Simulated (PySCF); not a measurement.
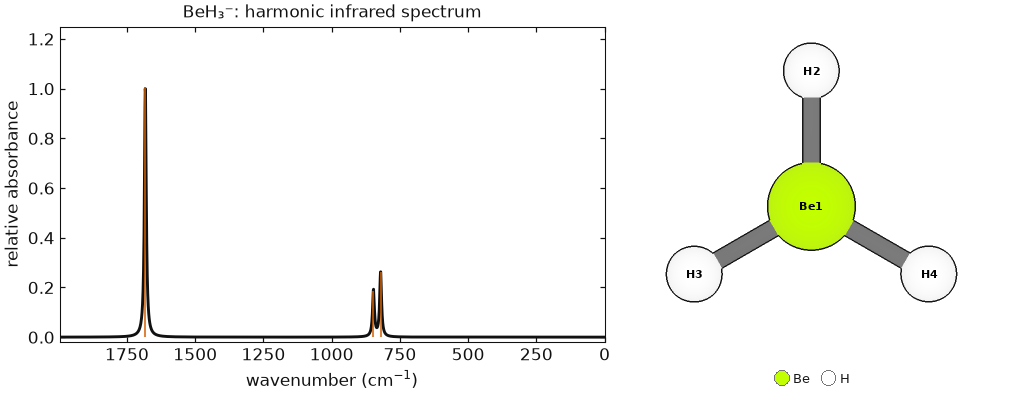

Infrared spectrum of BeH₃⁻, singlet (point group D3h). Unscaled harmonic wavenumbers and double-harmonic intensities, PBE0/def2-TZVPD in PySCF, isolated molecule. The structure is the lowest of the points that a search from trigonal planar, trigonal pyramidal and T-shaped starts found. Degenerate modes count as one line, with their intensities summed. Lorentzian lines of 8 cm⁻¹ full width. Close modes add up in the curve.

**Which modes are missing from the spectrum (below 0.05 km/mol)?**

1675.2 cm⁻¹ (a1').

**List the modes.**

| cm⁻¹ | km/mol | symmetry |
| --- | --- | --- |
| 820.6 | 422.1 | a2'' |
| 846.8 | 302.6 | e' (×2) |
| 1675.2 | 0.0 | a1' |
| 1682.7 | 1623.2 | e' (×2) |
